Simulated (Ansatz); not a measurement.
**Work function of Pd(100): what the settings cost and change**

Aim: the numerical settings behind the work function of Pd(100), with the cost of each.

Main program and level: Ansatz 0.2.0; plane-wave DFT, PBE, Ansatz PAW.

The experiments to compare with:

“Anisotropic work function of elemental crystals” (2019, arxiv:1902.07811) quotes from earlier work for Pd (clean (100) face, a compiled value): work function (clean (100) face, a compiled value) 5.48 eV.

## Step 1: The starting structure

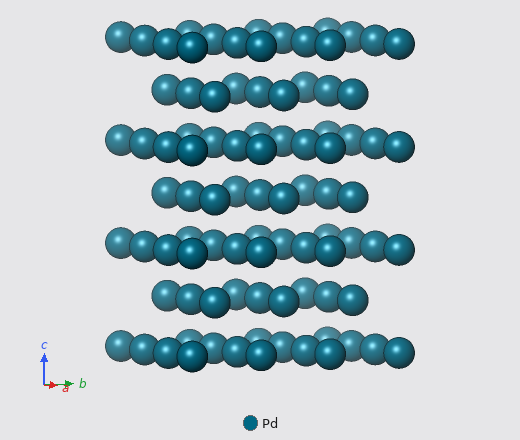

Start, viewed from the side, with the c axis up; palladium blue. 3×3×1 cells are drawn. Some periodic images of atoms are drawn too.

The cell holds 7 atoms: 7 Pd. Its edges and angles: a = 2.751 Å, b = 2.751 Å, c = 29.670 Å, α = 90.0°, β = 90.0°, γ = 90.0°. Vacuum lies along c.

## Step 2: Slab, setting cutoff 200 eV

A work function rests on the faint tail of the density, so the SCF threshold is tight. The cutoff is raised first; then mesh and smearing are varied at the default cutoff.

input.yaml reads:

```yaml
crystal:
  lattice:
    - [2.7506453788, 0.0, 0.0]
    - [0.0, 2.7506453788, 0.0]
    - [0.0, 0.0, 29.67]
  atoms:
    - { symbol: Pd, position: [0.0, 0.0, 0.3033367037] }
    - { symbol: Pd, position: [0.5, 0.5, 0.3688911358] }
    - { symbol: Pd, position: [0.0, 0.0, 0.4344455679] }
    - { symbol: Pd, position: [0.5, 0.5, 0.5] }
    - { symbol: Pd, position: [0.0, 0.0, 0.5655544321] }
    - { symbol: Pd, position: [0.5, 0.5, 0.6311088642] }
    - { symbol: Pd, position: [0.0, 0.0, 0.6966632963] }
kpoints:
  mp_grid: { grid: [15, 15, 1] }
hamiltonian:
  xc: pbe
scf:
  occupations: { method: fermi_dirac, width: 0.1 }
  convergence: { dr2_threshold: 1.0e-09 }
efield:
  axis: 3
  dipole_correction: true
  ramp_position: 0.97
  ramp_width: 0.06
basis:
  ecutwfc: "200 eV"
output:
  write_potential: true
  write_density: true
  volumetric_format: npy
  elf: true
```

Started as:

```
$ ansatz run input.yaml --threads 2 --pin off --max-ram 3072MiB --backend cpu --events-out ev --progress --plain --runs-dir out
```

Numbers of over 12 decimals in the logs are rounded to 6 here.

Log:

```text
Warning: basis.ecutwfc = 200 eV is below the records' recommended 420 eV, and the density's cutoff is lower with it unless basis.ecutrho_ratio is high enough to keep the records' density cutoff: compare with a run at a higher cutoff
Engine: ansatz 0.2.0, aarch64-unknown-linux-gnu
Pseudopotentials: kind: paw
Pseudopotential: Pd, paw, valence charge 18, recommended cutoff 420 eV (normal), Pd.paw.azcp
Functional definition: PBE
  parameter kappa = 0.804
  parameter beta = 0.066725
  exchange = pbe_x(kappa = kappa, mu = beta*pi^2/3)
  correlation = pbe_c(beta = beta)
Crystal: 7 atoms, lattice volume = 224.485 Å³
Basis set: ecut = 200 eV, 1433 PW (Γ)
Bands: 76, of which v1, the nominal top of the filled ones, is band 63 counted from 1 (62 counted from 0)
Symmetry: 8 space group operations
k-points: 36 of 225
Non-local potential: Pd, projectors of the file, l = 0: 2, l = 1: 2, l = 2: 2, l = 3: 1
PAW form: soft (Blöchl's): semilocal exchange-correlation on the pseudo side does not see the compensation charge
PAW one-centre angular grid: Pd, 590 points (default); XC on 64 Gauss nodes
Initial density: superposition of atomic densities (neutral atoms: chi_scale 0, normalization atom), corrected by the library's trained network
Initial wavefunctions: pseudopotential atomic-orbital guess
Functional: x = pbe(κ = 0.804, μ = 0.219515), c = pbe(β = 0.066725)
SCF iter   1: F=—  HF=-48732.315395 eV  |F-HF|=—  |Δ(HF+E_count)|=         —  Δρ=1.28e-1  dr2=3.25e1  ethr=1.77e-3  p=0.000 e·Å  D=1.12e-13 V/Å  ΔV_dip=-0.00 eV  dr2_dipole=2.46e-9  V_vac-E_F(+/−)=3.77/3.77 eV  ⟨swp⟩=6.2  Hψ=9943  notcnv=0  defer=66
efield: sawtooth ramp at fractional position 0.9700 (set: `efield.ramp_position`, or a place that a band, a saddle search or an elastic batch's reference lends), width 0.0600; the density the first Hamiltonian is built on has a dipole p = 0.000 e·Å; the dipole correction subtracts the counter field D = 1.12e-13 V/Å, which shifts the + side's vacuum level by -0.00 eV against the − side's; the planar-averaged density in the ramp window peaks in size at 5.5e-5 e/Å³
preconditioner: auto → LDOS  [metal: Δε(μ)=0.008 eV  Ē_g=6.893 eV  σ=0.100 eV  W_gap=0.02  n_scr=58 (ndim 8)  ℏωp=20.7 eV  f_vac=0.504  D(μ)=15.12/eV (n_scr^D=184)  β→1.0]
SCF iter   2: F=—  HF=-48735.488561 eV  |F-HF|=—  |Δ(HF+E_count)|=    3.17e0  Δρ=1.34e-1  dr2=3.63e1  ethr=1.77e-3  p=-0.000 e·Å  D=-1.38e-4 V/Å  ΔV_dip=0.00 eV  dr2_dipole=8.61e-8  V_vac-E_F(+/−)=6.55/6.55 eV  ⟨swp⟩=3.1  Hψ=7428  notcnv=0  defer=105
SCF iter   3: F=—  HF=-48724.232083 eV  |F-HF|=—  |Δ(HF+E_count)|=    1.13e1  Δρ=1.17e-2  dr2=5.85e-1  ethr=1.77e-3  p=-0.000 e·Å  D=-3.43e-5 V/Å  ΔV_dip=0.00 eV  dr2_dipole=2.20e-7  V_vac-E_F(+/−)=6.24/6.25 eV  ⟨swp⟩=3.0  Hψ=7037  notcnv=0  defer=138
SCF iter   4: F=—  HF=-48724.175173 eV  |F-HF|=—  |Δ(HF+E_count)|=   5.69e-2  Δρ=4.86e-3  dr2=1.19e-1  ethr=4.64e-4  p=-0.000 e·Å  D=-1.41e-5 V/Å  ΔV_dip=0.00 eV  dr2_dipole=4.04e-8  V_vac-E_F(+/−)=5.78/5.78 eV  ⟨swp⟩=2.8  Hψ=4454  notcnv=0  defer=122
SCF iter   5: F=—  HF=-48724.155675 eV  |F-HF|=—  |Δ(HF+E_count)|=   1.95e-2  Δρ=1.26e-3  dr2=1.95e-2  ethr=9.48e-5  p=-0.000 e·Å  D=-5.65e-6 V/Å  ΔV_dip=0.00 eV  dr2_dipole=4.14e-8  V_vac-E_F(+/−)=5.93/5.93 eV  ⟨swp⟩=2.1  Hψ=4147  notcnv=0  defer=122
SCF iter   6: F=—  HF=-48724.154107 eV  |F-HF|=—  |Δ(HF+E_count)|=   1.57e-3  Δρ=6.14e-4  dr2=4.17e-3  ethr=1.55e-5  p=-0.000 e·Å  D=-2.33e-6 V/Å  ΔV_dip=0.00 eV  dr2_dipole=2.54e-9  V_vac-E_F(+/−)=5.86/5.87 eV  ⟨swp⟩=2.0  Hψ=3839  notcnv=0  defer=122
SCF iter   7: F=—  HF=-48724.153858 eV  |F-HF|=—  |Δ(HF+E_count)|=   2.49e-4  Δρ=3.50e-4  dr2=8.00e-4  ethr=3.31e-6  p=-0.000 e·Å  D=-7.49e-7 V/Å  ΔV_dip=0.00 eV  dr2_dipole=1.54e-10  V_vac-E_F(+/−)=5.84/5.84 eV  ⟨swp⟩=2.0  Hψ=3508  notcnv=0  defer=122
SCF iter   8: F=—  HF=-48724.153896 eV  |F-HF|=—  |Δ(HF+E_count)|=   3.89e-5  Δρ=1.32e-4  dr2=9.37e-5  ethr=6.35e-7  p=0.000 e·Å  D=3.90e-7 V/Å  ΔV_dip=-0.00 eV  dr2_dipole=2.55e-13  V_vac-E_F(+/−)=5.82/5.83 eV  ⟨swp⟩=2.1  Hψ=3320  notcnv=0  defer=122
SCF iter   9: F=—  HF=-48724.153886 eV  |F-HF|=—  |Δ(HF+E_count)|=   1.00e-5  Δρ=3.42e-5  dr2=1.01e-5  ethr=7.44e-8  p=0.000 e·Å  D=1.98e-7 V/Å  ΔV_dip=-0.00 eV  dr2_dipole=1.00e-11  V_vac-E_F(+/−)=5.82/5.83 eV  ⟨swp⟩=1.9  Hψ=3175  notcnv=0  defer=122
SCF iter  10: F=—  HF=-48724.153891 eV  |F-HF|=—  |Δ(HF+E_count)|=   4.07e-6  Δρ=1.68e-5  dr2=9.23e-7  ethr=7.98e-9  p=0.000 e·Å  D=1.46e-7 V/Å  ΔV_dip=-0.00 eV  dr2_dipole=4.13e-13  V_vac-E_F(+/−)=5.82/5.83 eV  ⟨swp⟩=2.1  Hψ=3678  notcnv=0  defer=121
SCF iter  11: F=—  HF=-48724.153891 eV  |F-HF|=—  |Δ(HF+E_count)|=   8.06e-7  Δρ=6.52e-6  dr2=2.04e-7  ethr=7.33e-10  p=0.000 e·Å  D=4.94e-8 V/Å  ΔV_dip=-0.00 eV  dr2_dipole=5.27e-14  V_vac-E_F(+/−)=5.83/5.83 eV  ⟨swp⟩=2.0  Hψ=3921  notcnv=0  defer=121
SCF iter  12: F=—  HF=-48724.153891 eV  |F-HF|=—  |Δ(HF+E_count)|=   5.33e-8  Δρ=3.01e-6  dr2=3.73e-8  ethr=1.62e-10  p=-0.000 e·Å  D=-1.01e-8 V/Å  ΔV_dip=0.00 eV  dr2_dipole=8.68e-14  V_vac-E_F(+/−)=5.83/5.83 eV  ⟨swp⟩=2.0  Hψ=3674  notcnv=0  defer=121
SCF iter  13: F=—  HF=-48724.153891 eV  |F-HF|=—  |Δ(HF+E_count)|=   3.36e-9  Δρ=1.82e-6  dr2=1.62e-8  ethr=2.96e-11  p=0.000 e·Å  D=1.40e-9 V/Å  ΔV_dip=-0.00 eV  dr2_dipole=9.11e-14  V_vac-E_F(+/−)=5.83/5.83 eV  ⟨swp⟩=1.3  Hψ=2881  notcnv=0  defer=121
SCF iter  14: F=—  HF=-48724.153891 eV  |F-HF|=—  |Δ(HF+E_count)|=   1.63e-9  Δρ=7.29e-7  dr2=1.90e-9  ethr=1.28e-11  p=-0.000 e·Å  D=-8.18e-9 V/Å  ΔV_dip=0.00 eV  dr2_dipole=7.77e-14  V_vac-E_F(+/−)=5.83/5.83 eV  ⟨swp⟩=2.4  Hψ=3859  notcnv=0  defer=121
SCF iter  15: F=—  HF=-48724.153891 eV  |F-HF|=—  |Δ(HF+E_count)|=  1.75e-10  Δρ=3.20e-7  dr2=1.35e-9  ethr=1.00e-12  p=0.000 e·Å  D=2.18e-9 V/Å  ΔV_dip=-0.00 eV  dr2_dipole=6.45e-15  V_vac-E_F(+/−)=5.83/5.83 eV  ⟨swp⟩=10.7  Hψ=7821  notcnv=0
SCF iter  16: F=-48724.153891 eV  HF=-48724.153891 eV  |F-HF|=3.20e-10  |Δ(HF+E_count)|=  1.75e-10  Δρ=1.53e-7  dr2=3.41e-10  ethr=1.00e-12  p=-0.000 e·Å  D=-4.20e-10 V/Å  ΔV_dip=0.00 eV  dr2_dipole=4.28e-15  V_vac-E_F(+/−)=5.83/5.83 eV  ⟨swp⟩=2.0  Hψ=4241  notcnv=0
WARN: efield: at this solve's end the planar-averaged density reaches 1.36e-4 e/Å³ inside the ramp window [0.9363, 0.0637] (bound 1e-5 e/Å³); by the running means of the window's planes the mean density over a ramp is at most 1.27e-4 e/Å³, which is held to the bound (the quickstart, § The vacuum guard, A window that rings); the window's nearer edge stands 7.11 Å from this solve's nearest atom along the axis. Its work [...]
SCF 1 converged in 16 iterations: F = -48724.153891 eV  dr2 = 3.41e-10
  greatest PAW one-centre occupation: 1.049 electrons in one spin orbital (limit 2), on the Pd atom at site 0 (counted from 0), in its partial waves of l = 1
WARN: The output density's exchange-correlation potential varies sharply where the density is thin. Do not read a vacuum level from v_tot or v_xc, or from such a field of the output density. On a cell that repeats whose density bears no net charge and no dipole along the vacuum's axis use v_es (v_loc + v_h of the components); under efield.dipole_correction with no amplitude use v_es + v_field, which holds any externa [...]
SCF converged after 16 iterations
Free energy (F): -48724.153891 eV
Harris-Foulkes:  -48724.153891 eV  (|F-HF|=3.20e-10)
Internal energy: -48723.674981 eV  (E = F + TS)
E sigma→0 (E₀):  -48723.914436 eV
Entropy (-TS):   -0.478910 eV (-68.416 meV/atom)
Fermi energy:    5.952504 eV
Dipole field:    D = -0.000000 V/Å  (p = -0.000000 e·Å, saw-weighted, corrected)
Work function:   Φ+ = 5.8269 eV (in doubt: plateau slope 4.0e-2 eV/Å)   Φ− = 5.8331 eV (in doubt: plateau slope 3.5e-2 eV/Å)
Levels:          The Fermi level and band energies are counted from a zero that moves with the ramp; work functions are not
Vacuum region:   at the solve's end the planar-averaged density reaches 1.36e-4 e/Å³ inside the ramp window [0.9363, 0.0637] (bound 1e-5 e/Å³); by the running means of the window's planes the mean density over a ramp is at most 1.27e-4 e/Å³, which is held to the bound (the quickstart, § The vacuum guard, A window that rings)
--- Per-component energies (eV) ---
  E_band       = -2758.240169
  E_kinetic    = 3853.311704
  E_local      = -290096.236411  (includes V_loc(G=0)·N_el)
  E_nonlocal   = 1275.791718
  E_hartree    = 143011.543142
  E_xc         = -1235.286014
  E_vxc        = -1551.765125  (∫ρ·V_xc dr)
  E_paw        = -26178.193399  (= ΣΔE_a)
  E_vpaw       = -2262.539709  (= ΣTr[D̂ρ^β])
  E_aug_tail   = 0.106268  (compensation charges beyond the density's cutoff)
  E_efield     = 0.000000  (sawtooth field / dipole correction)
  E_vefield    = 0.000000  (∫n·V_field dr)
  E_ewald      = 120645.288010
  E_smearing   = -0.478910  (= −TS)
  E_closure    = 0.000000  (closes the sum)
  Σ components = -48724.153891   (vs F -48724.153891, Δ=0.00e0)
--- Band table (eV; the first three rows and the last of 36) ---
  k-point 0: bands = [... 59 lower, 5.6782, 5.7046, 5.8467, 5.8467, 5.8870, 6.0494, 6.0494, 6.0573, ... 9 higher]
  k-point 1: bands = [... 59 lower, 5.5110, 5.6160, 5.6631, 5.8013, 5.8701, 5.9118, 5.9852, 6.0120, ... 9 higher]
  k-point 2: bands = [... 59 lower, 5.2097, 5.4688, 5.4958, 5.5736, 5.7311, 5.9083, 6.0163, 6.0178, ... 9 higher]
  k-point 35: bands = [... 59 lower, 6.0079, 6.0486, 6.2506, 6.2594, 10.2009, 10.6721, 11.3235, 11.8079, ... 9 higher]
```

It took 22 s on 2 threads of Arm Neoverse V2, shared host; peak memory 0.46 GiB; 44 s of CPU time.

The column dr2 measures how far the density is from self-consistency, as an energy; F and HF (Harris–Foulkes) agree once it is small.

Numbers from this step:

```
energy at zero smearing   : -48723.9144 eV
work function, upper face : 5.827 eV
```

Running mean over 1.945 Å of the planar mean; the ramp of the sawtooth is left out. Electron's electrostatic potential energy less the Fermi level against z:

| z (Å) | electron's electrostatic potential energy less the Fermi level (eV) |
| --- | --- |
| 5.0 | 5.59 |
| 7.5 | 2.91 |
| 10.0 | -8.18 |
| 12.5 | -8.36 |
| 15.0 | -8.35 |
| 17.5 | -8.36 |
| 20.0 | -8.15 |
| 22.5 | 4.39 |
| 25.0 | 5.63 |

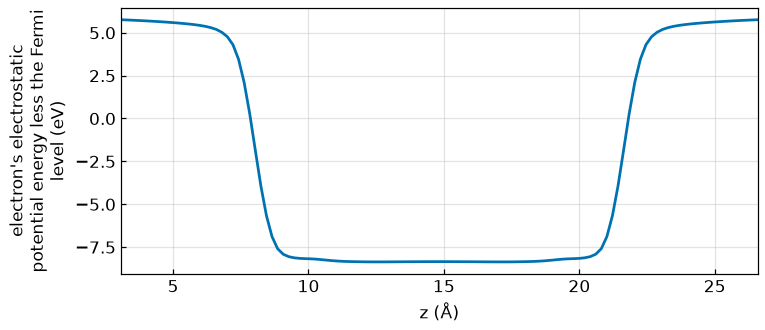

Electron's electrostatic potential energy less the Fermi level against z.

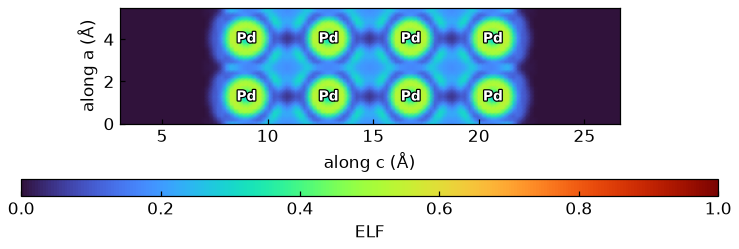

ELF in the ca plane at fractional y = 0.000, with atoms of Pd within 0.2 Å of it. It is the smooth field of the valence electrons, not physical close to the nuclei. The map starts off the cell's origin, so that atoms lie inside it. The far vacuum is left out of the map.

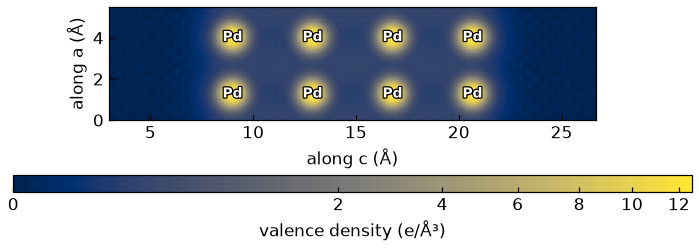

Valence density in the ca plane at fractional y = 0.000, with atoms of Pd within 0.2 Å of it. It is the smooth field of the valence electrons, not physical close to the nuclei. The map starts off the cell's origin, so that atoms lie inside it. The colour scale is stretched toward low values. The far vacuum is left out of the map.

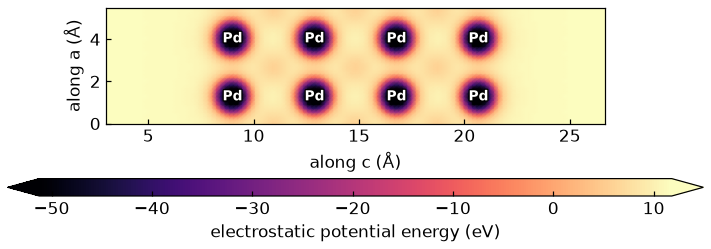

Electrostatic potential energy in the ca plane at fractional y = 0.000, with atoms of Pd within 0.2 Å of it. With pseudopotentials it is smooth inside the atoms' cores, unlike the true potential. The map starts off the cell's origin, so that atoms lie inside it. The far vacuum is left out of the map.

The work function is 5.827 eV. The program marks this work function as in doubt.

## Step 3: Slab

input.yaml, as its differences from that of step 2:

```diff
@@ -26,3 +26,3 @@
 basis:
-  ecutwfc: "200 eV"
+  ecutwfc: "300 eV"
 output:
@@ -31,2 +31 @@
   volumetric_format: npy
-  elf: true
```

Log:

```text
[...]
Crystal: 7 atoms, lattice volume = 224.485 Å³
Basis set: ecut = 300 eV, 2639 PW (Γ)
Bands: 76, of which v1, the nominal top of the filled ones, is band 63 counted from 1 (62 counted from 0)
Symmetry: 8 space group operations
k-points: 36 of 225
[...]
k-point 0: bands = [... 59 lower, 5.7362, 5.8394, 6.0956, 6.2650, 6.2650, 6.3041, 6.3357, 6.5496, ... 9 higher]
  k-point 1: bands = [... 59 lower, 5.7589, 5.9495, 5.9813, 6.2182, 6.2353, 6.2429, 6.2699, 6.3658, ... 9 higher]
  k-point 2: bands = [... 59 lower, 5.5592, 5.8017, 5.8280, 5.9649, 6.1338, 6.2459, 6.4496, 6.5230, ... 9 higher]
  k-point 35: bands = [... 59 lower, 6.6062, 6.6131, 6.9279, 6.9421, 10.0012, 10.4816, 11.2658, 11.7387, ... 9 higher]
[key lines of the parts left out:]
SCF converged after 13 iterations
Free energy (F): -48807.393357 eV
Fermi energy:    6.371046 eV
Dipole field:    D = 0.000000 V/Å  (p = 0.000000 e·Å, saw-weighted, corrected)
Work function:   Φ+ = 5.0960 eV   Φ− = 5.0961 eV
```

Run time: 30 s. Hardware: 2 threads; peak memory 0.62 GiB; 59 s of CPU time.

The work function is 5.096 eV, -0.731 eV from the run “cutoff 200 eV”, at 1.3 times its CPU time.

## Step 4: Run

input.yaml, as its differences from that of step 3:

```diff
@@ -26,3 +26,3 @@
 basis:
-  ecutwfc: "300 eV"
+  ecutwfc: "420 eV"
 output:
```

Log:

```text
[...]
Crystal: 7 atoms, lattice volume = 224.485 Å³
Basis set: ecut = 420 eV, 4471 PW (Γ)
Bands: 76, of which v1, the nominal top of the filled ones, is band 63 counted from 1 (62 counted from 0)
Symmetry: 8 space group operations
k-points: 36 of 225
[...]
k-point 0: bands = [... 59 lower, 5.7438, 5.8597, 6.1138, 6.2762, 6.2762, 6.3214, 6.3555, 6.5716, ... 9 higher]
  k-point 1: bands = [... 59 lower, 5.7638, 5.9664, 5.9971, 6.2263, 6.2519, 6.2624, 6.2879, 6.3807, ... 9 higher]
  k-point 2: bands = [... 59 lower, 5.5753, 5.8132, 5.8425, 5.9824, 6.1510, 6.2576, 6.4618, 6.5426, ... 9 higher]
  k-point 35: bands = [... 59 lower, 6.6207, 6.6303, 6.9488, 6.9615, 9.9834, 10.4632, 11.2468, 11.7171, ... 9 higher]
[key lines of the parts left out:]
SCF converged after 13 iterations
Free energy (F): -48808.685237 eV
Fermi energy:    6.384493 eV
Dipole field:    D = 0.000000 V/Å  (p = 0.000000 e·Å, saw-weighted, corrected)
Work function:   Φ+ = 5.0859 eV   Φ− = 5.0859 eV
```

It took 43 s on 2 threads; peak memory 0.87 GiB; 85 s of CPU time.

The work function is 5.086 eV, -0.741 eV from the run “cutoff 200 eV”, at 1.9 times its CPU time.

## Step 5: Slab

input.yaml, as its differences from that of step 4:

```diff
@@ -26,3 +26,3 @@
 basis:
-  ecutwfc: "420 eV"
+  ecutwfc: "600 eV"
 output:
```

Log:

```text
[...]
Crystal: 7 atoms, lattice volume = 224.485 Å³
Basis set: ecut = 600 eV, 7591 PW (Γ)
Bands: 76, of which v1, the nominal top of the filled ones, is band 63 counted from 1 (62 counted from 0)
Symmetry: 8 space group operations
k-points: 36 of 225
[...]
k-point 0: bands = [... 59 lower, 5.7435, 5.8594, 6.1134, 6.2757, 6.2757, 6.3210, 6.3550, 6.5710, ... 9 higher]
  k-point 1: bands = [... 59 lower, 5.7634, 5.9659, 5.9967, 6.2258, 6.2514, 6.2620, 6.2875, 6.3802, ... 9 higher]
  k-point 2: bands = [... 59 lower, 5.5751, 5.8128, 5.8421, 5.9822, 6.1505, 6.2570, 6.4613, 6.5421, ... 9 higher]
  k-point 35: bands = [... 59 lower, 6.6201, 6.6297, 6.9485, 6.9612, 9.9826, 10.4625, 11.2459, 11.7161, ... 9 higher]
[key lines of the parts left out:]
SCF converged after 13 iterations
Free energy (F): -48808.704589 eV
Fermi energy:    6.383999 eV
Dipole field:    D = -0.000000 V/Å  (p = -0.000000 e·Å, saw-weighted, corrected)
Work function:   Φ+ = 5.0855 eV   Φ− = 5.0855 eV
```

Wall time 73 s (2 threads); peak memory 1.3 GiB.

The work function is 5.085 eV, -0.000 eV from the run “cutoff 420 eV”, at 1.7 times its CPU time.

## Step 6: Slab

input.yaml, as its differences from that of step 5:

```diff
@@ -14,3 +14,3 @@
 kpoints:
-  mp_grid: { grid: [15, 15, 1] }
+  mp_grid: { grid: [3, 3, 1] }
 hamiltonian:
@@ -25,4 +25,2 @@
   ramp_width: 0.06
-basis:
-  ecutwfc: "600 eV"
 output:
```

Log:

```text
[...]
Crystal: 7 atoms, lattice volume = 224.485 Å³
Basis set: ecut = 420 eV, 4471 PW (Γ)
Bands: 76, of which v1, the nominal top of the filled ones, is band 63 counted from 1 (62 counted from 0)
Symmetry: 8 space group operations
k-points: 3 of 9
[...]
Work function:   Φ+ = 4.7794 eV   Φ− = 4.7800 eV
[...]
--- Band table (eV) ---
  k-point 0: bands = [... 59 lower, 5.9059, 6.1059, 6.3629, 6.4322, 6.4322, 6.5507, 6.5929, 6.7433, ... 9 higher]
  k-point 1: bands = [... 59 lower, 6.0680, 6.1471, 6.2962, 6.3664, 6.4051, 6.5291, 6.5737, 6.9420, ... 9 higher]
  k-point 2: bands = [... 59 lower, 6.1313, 6.1710, 6.4400, 6.7205, 6.8672, 7.9402, 9.1045, 10.3115, ... 9 higher]
[key lines of the parts left out:]
SCF converged after 13 iterations
Free energy (F): -48807.182871 eV
Fermi energy:    6.497876 eV
Dipole field:    D = 0.000019 V/Å  (p = 0.000024 e·Å, saw-weighted, corrected)
```

It took 3.9 s on 2 threads; peak memory 0.45 GiB; 7.6 s of CPU time.

The work function is 4.779 eV, -0.306 eV from the run “cutoff 420 eV”, at 0.090 times its CPU time.

## Step 7: Run

input.yaml, as its differences from that of step 6:

```diff
@@ -14,3 +14,3 @@
 kpoints:
-  mp_grid: { grid: [3, 3, 1] }
+  mp_grid: { grid: [5, 5, 1] }
 hamiltonian:
```

Log:

```text
[...]
Crystal: 7 atoms, lattice volume = 224.485 Å³
Basis set: ecut = 420 eV, 4471 PW (Γ)
Bands: 76, of which v1, the nominal top of the filled ones, is band 63 counted from 1 (62 counted from 0)
Symmetry: 8 space group operations
k-points: 6 of 25
[...]
k-point 0: bands = [... 59 lower, 5.7490, 5.8759, 6.1287, 6.2796, 6.2796, 6.3112, 6.3587, 6.5908, ... 9 higher]
  k-point 1: bands = [... 59 lower, 5.3891, 5.7451, 5.8470, 6.0175, 6.1017, 6.3458, 6.4647, 6.4885, ... 9 higher]
  k-point 2: bands = [... 59 lower, 6.0592, 6.1712, 6.3135, 6.3552, 6.3904, 6.7229, 6.9835, 7.2854, ... 9 higher]
  k-point 5: bands = [... 59 lower, 6.2708, 6.3657, 6.5161, 6.6254, 8.3979, 9.5427, 10.8344, 11.6964, ... 9 higher]
[key lines of the parts left out:]
SCF converged after 12 iterations
Free energy (F): -48808.417690 eV
Fermi energy:    6.411624 eV
Dipole field:    D = 0.000000 V/Å  (p = 0.000000 e·Å, saw-weighted, corrected)
Work function:   Φ+ = 5.0701 eV   Φ− = 5.0701 eV
```

Elapsed: 8.3 s, on 2 threads; peak memory 0.47 GiB.

The work function is 5.070 eV, -0.016 eV from the run “cutoff 420 eV”, at 0.18 times its CPU time.

(Part 1 of 2 ends here.)

[Logs are printed without paths, hosts, clocks, repeated set-up lines and the standing remarks that a program may print on its own settings, such as how far it seeks lower states.]

[Hosts, paths, dates, database ids (printed as entryN), source tags and the programs' standing remarks are cut or masked in the printed files.]

[Maps of the electrostatic potential energy from Ansatz leave out the sawtooth potential of an applied field or a dipole correction, so their vacuum need not be flat; planar profiles and work functions include it.]
